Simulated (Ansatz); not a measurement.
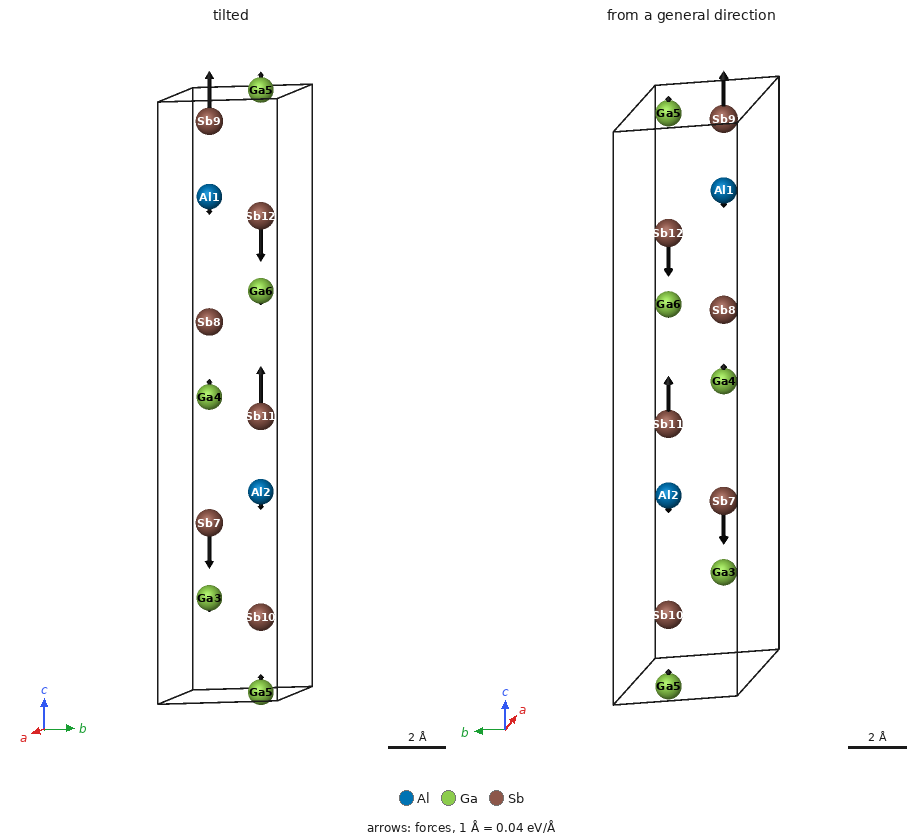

The crystal in a spheres-only representation, seen slightly off an axis and from a general direction. Thin lines show the simulation cell, with boundary atoms drawn in all their periodic places. The arrows are the computed forces on the atoms.

System: AlGa$_{2}$Sb$_{3}$. Results below were computed with DFT r2SCAN, scalar-relativistic, plane waves, PAW (Ansatz 0.2.0); the settings were plane-wave cutoff 500 eV, a 12×12×2 mesh of k-points, Gaussian smearing of 0.1 eV, no spin polarisation.

**Judging by the arrows, is the geometry relaxed?**

No. The atoms still feel forces of up to about 0.054 eV/Å, above a usual threshold of 0.01 to 0.03 eV/Å.

The structure comes from a structure type filled with these elements by a generator (whether the compound takes this form wasn't checked). Earlier steps of the study, as a rule a relaxation of our own, may have changed the cell and positions, so they can lie some per cent off the listed ones. An electronic-structure calculation with Ansatz was run on it.
